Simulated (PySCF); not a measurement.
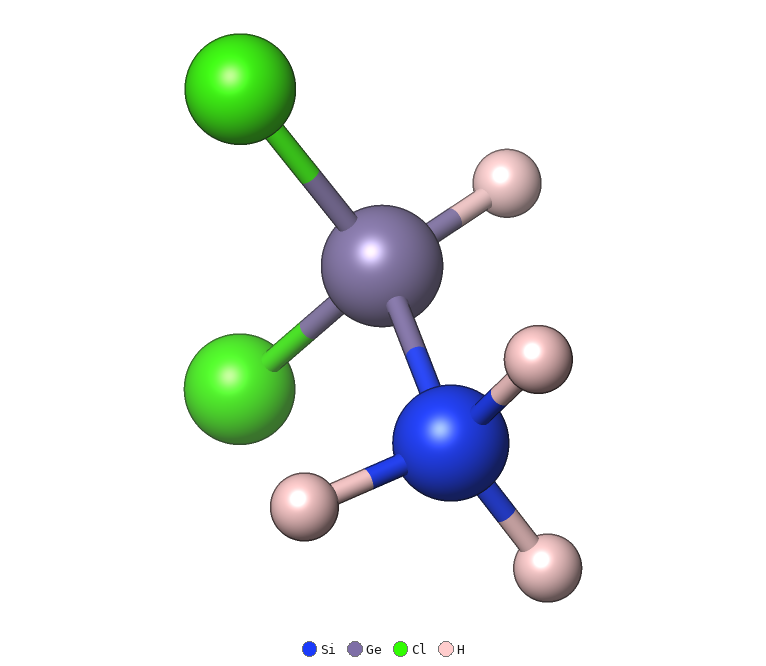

Computed geometry: PBE0-D3(BJ)/def2-SVP optimisation. No frequency run is at hand to confirm it as a minimum.

Draw it as a skeletal formula.

SMILES: [SiH3][GeH]([Cl])[Cl]

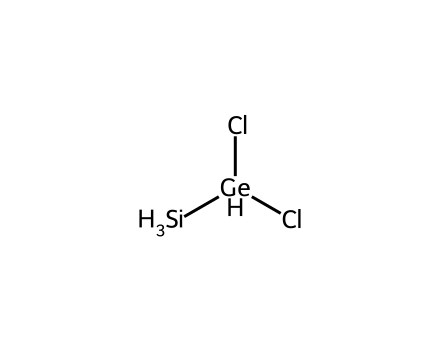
